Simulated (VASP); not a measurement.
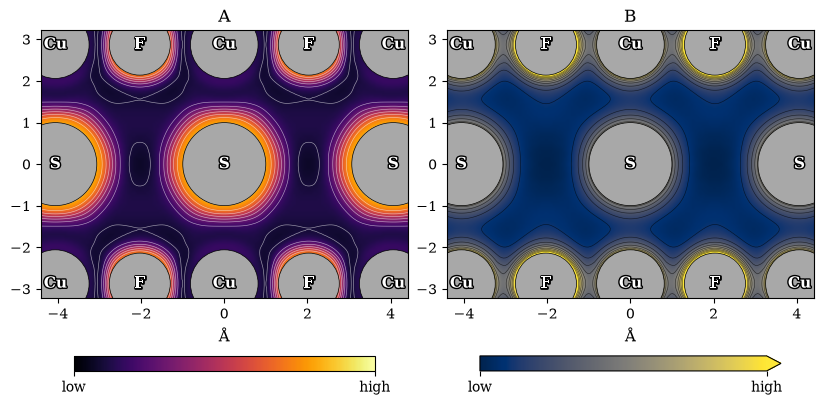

Cu3SF: 2 fields on the (011) plane of the conventional cell, with unlabelled colour scales. Grey discs cover the atomic cores.

Space group Pm-3m; a generated structure, not necessarily the stable one; computed pressure about −4 GPa in this cell.

Level of theory: Kohn-Sham DFT of a periodic cell, LDA, VASP PAW LDA potentials, recommended in VASP 6.6.1.

Which field does each panel show? The fields are: electron localisation function and valence pseudo-density.

Panel A: electron localisation function. Panel B: valence pseudo-density. From the grid: Cu–F (2.03 Å): the density is about 0.43 e/Å³ at the midpoint; the ELF peaks at about 0.80 in the valence shell of F, 0.6 Å from its nucleus, and drops to about 0.10 between the two atoms: no localised pair shows between them. Cu–S (2.87 Å): ρ is about 0.19 e/Å³ halfway; the ELF peaks at about 0.85 in the valence shell of S, 0.8 Å from its nucleus, and drops to about 0.10 between the two atoms.
